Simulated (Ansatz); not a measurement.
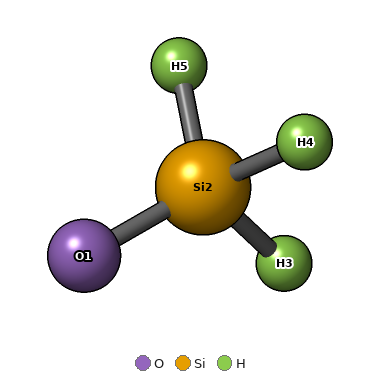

The system is H3OSi, SMILES [O-][SiH3], charge −1; the picture shows the reference structure. The first coordinate is: angle H4–Si2–H3; the second: angle H5–Si2–O1. Nothing is relaxed (all other coordinates rigid). Grid: 15 × 15 points. Energies: eV, counted from the relaxed molecule at the same level. These are results of RKS PBE0-D4/def2-TZVPD in Ansatz, not measurements.

Its coordinates:

```xyz
5

O    -1.4796    0.2782    0.7174
Si   -0.0920    0.0173    0.0446
H    -0.0909   -0.2506   -1.4632
H     0.7133   -1.1806    0.5563
H     0.9493    1.1357    0.1449
```

Range: angle H4–Si2–H3 from 76.1 to 126.1°; angle H5–Si2–O1 from 82 to 152°.

Q: What landscape does the calculation give?

A: The lowest grid point is at angle H4–Si2–H3 = 101.1°, angle H5–Si2–O1 = 117°, 0.00 eV from the relaxed molecule at the same level. No other kind of well shows on this grid. The highest grid point, angle H4–Si2–H3 = 76.1°, angle H5–Si2–O1 = 82°, lies 1.58 eV above the lowest. Round the minimum the two coordinates are nearly uncoupled.

```csv
"angle H5–Si2–O1 ↓, angle H4–Si2–H3 →",76.1,79.6,83.2,86.8,90.3,93.9,97.5,101.1,104.6,108.2,111.8,115.3,118.9,122.5,126.1
152,1.55,1.42,1.31,1.22,1.15,1.09,1.05,1.02,1.01,1.01,1.03,1.06,1.10,1.17,1.24
147,1.26,1.14,1.03,0.94,0.86,0.81,0.77,0.75,0.74,0.75,0.77,0.81,0.87,0.94,1.02
142,1.02,0.90,0.79,0.70,0.63,0.57,0.54,0.52,0.52,0.53,0.56,0.61,0.67,0.74,0.83
137,0.83,0.70,0.59,0.50,0.43,0.38,0.35,0.33,0.33,0.35,0.39,0.44,0.50,0.59,0.68
132,0.68,0.55,0.44,0.35,0.28,0.23,0.20,0.19,0.19,0.21,0.25,0.31,0.38,0.47,0.57
127,0.58,0.45,0.34,0.25,0.18,0.13,0.10,0.08,0.09,0.11,0.16,0.21,0.29,0.38,0.49
122,0.52,0.39,0.27,0.18,0.11,0.06,0.03,0.02,0.03,0.06,0.10,0.16,0.24,0.34,0.45
117,0.50,0.37,0.25,0.16,0.09,0.04,0.01,0.00,0.01,0.04,0.09,0.15,0.23,0.33,0.45
112,0.53,0.39,0.27,0.18,0.11,0.06,0.03,0.02,0.03,0.06,0.11,0.17,0.26,0.36,0.48
107,0.60,0.46,0.34,0.24,0.17,0.12,0.09,0.08,0.09,0.13,0.18,0.24,0.33,0.43,0.56
102,0.71,0.57,0.45,0.35,0.28,0.23,0.20,0.19,0.20,0.23,0.28,0.35,0.44,0.55,0.67
97,0.86,0.72,0.60,0.50,0.43,0.38,0.35,0.34,0.35,0.39,0.44,0.51,0.60,0.70,0.83
92,1.06,0.92,0.80,0.70,0.63,0.58,0.55,0.54,0.55,0.58,0.63,0.70,0.79,0.90,1.03
87,1.30,1.16,1.04,0.94,0.87,0.82,0.79,0.78,0.79,0.82,0.88,0.95,1.04,1.15,1.28
82,1.58,1.44,1.32,1.22,1.15,1.10,1.07,1.06,1.08,1.11,1.16,1.23,1.32,1.44,1.56
```

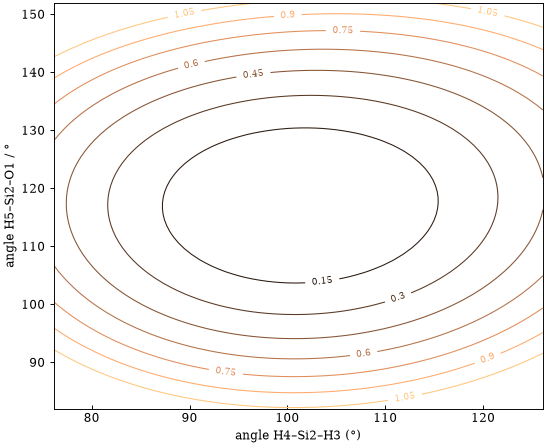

In the figure: contour lines labelled in eV (none above 1.05). Between grid points the surface is interpolated.

The whole map (225 points run) took 8.5 min on 1 thread of Arm Neoverse V1, with other jobs on the host.
